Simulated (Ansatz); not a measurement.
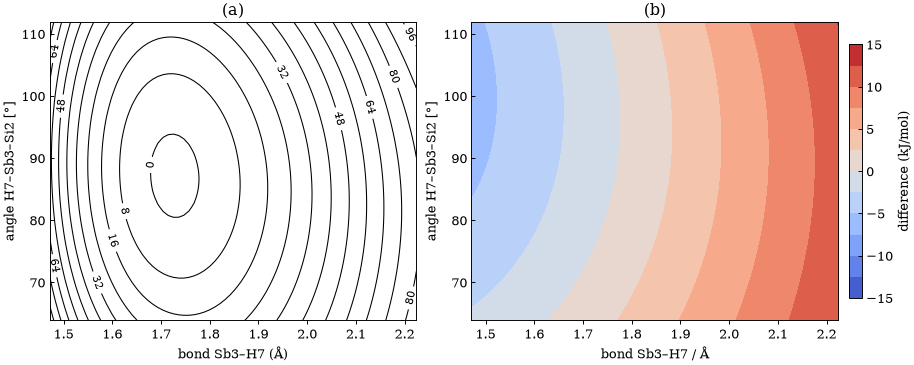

FH₄SbSi, SMILES F[SiH2][SbH2]. Two internal coordinates are moved rigidly from the geometry relaxed at PBE0-D4/def2-TZVP, all others fixed. Coordinates scanned: (1) bond Sb3–H7; (2) angle H7–Sb3–Si2. The grid has 7 × 7 points. Points are written as (first, second). Energies: kJ/mol, counted from each map's own lowest point. Method: Ansatz, RKS PBE-D4/def2-TZVPP.

Panel (a): Ansatz, RKS PBE-D4/def2-TZVPP. Panel (b): the map at Ansatz, RKS PBE0-D4/def2-TZVPP less the map of (a), each from its own lowest point.

### How does the change of method alter the landscape?

The difference runs from −6 kJ/mol at (1.471 Å, 103.9°) to 13 kJ/mol at (2.224 Å, 111.9°). The interpolated minimum moves from 1.7273 to 1.7109 Å in bond Sb3–H7 and 87.15 to 87.98° in angle H7–Sb3–Si2.
